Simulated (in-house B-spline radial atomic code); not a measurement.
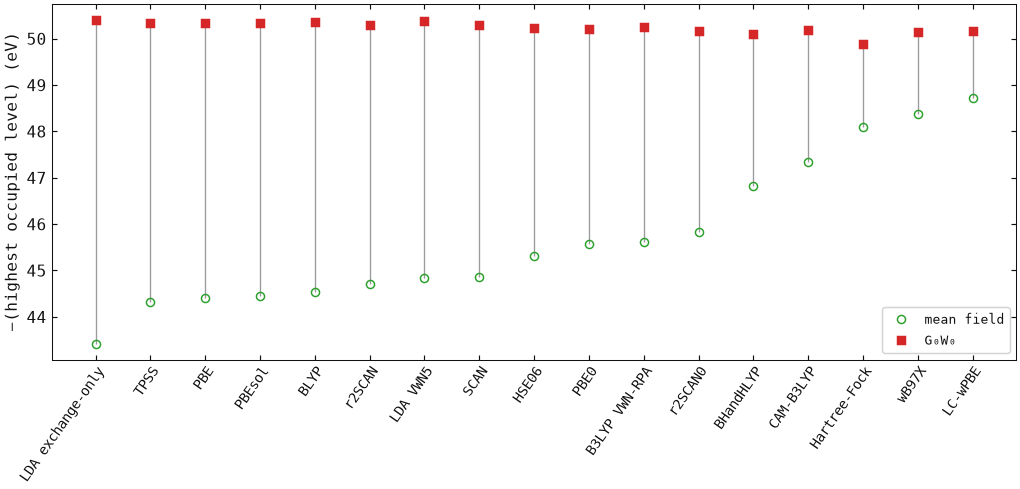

Binding energy of the highest level (4s) of As³⁺ ([Ar] 3d¹⁰ 4s²) on 17 mean-field starts and after G₀W₀. All-electron spherical atom, scalar X2C, no spin-orbit coupling, Breit or QED terms; computed with a B-spline radial code.

Q: Describe the starting-point dependence.

A: The mean-field values spread from 43.42 eV (LDA exchange-only) to 48.72 eV (LC-wPBE); after G₀W₀ they lie between 49.87 eV (Hartree-Fock) and 50.41 eV (LDA exchange-only), so the spread shrinks from 5.30 to 0.53 eV.

| Start | Mean field (eV) | G₀W₀ (eV) | RPA correlation (hartree) |
| --- | --- | --- | --- |
| LDA exchange-only | 43.42 | 50.41 | −2.313 |
| TPSS | 44.33 | 50.33 | −2.298 |
| PBE | 44.42 | 50.33 | −2.308 |
| PBEsol | 44.45 | 50.34 | −2.310 |
| BLYP | 44.53 | 50.36 | −2.310 |
| r2SCAN | 44.71 | 50.29 | −2.272 |
| LDA VWN5 | 44.85 | 50.38 | −2.313 |
| SCAN | 44.87 | 50.29 | −2.271 |
| HSE06 | 45.30 | 50.23 | −2.254 |
| PBE0 | 45.57 | 50.20 | −2.248 |
| B3LYP VWN-RPA | 45.62 | 50.25 | −2.262 |
| r2SCAN0 | 45.83 | 50.17 | −2.224 |
| BHandHLYP | 46.81 | 50.10 | −2.195 |
| CAM-B3LYP | 47.35 | 50.20 | −2.237 |
| Hartree-Fock | 48.09 | 49.87 | −2.097 |
| wB97X | 48.38 | 50.14 | −2.226 |
| LC-wPBE | 48.72 | 50.17 | −2.239 |
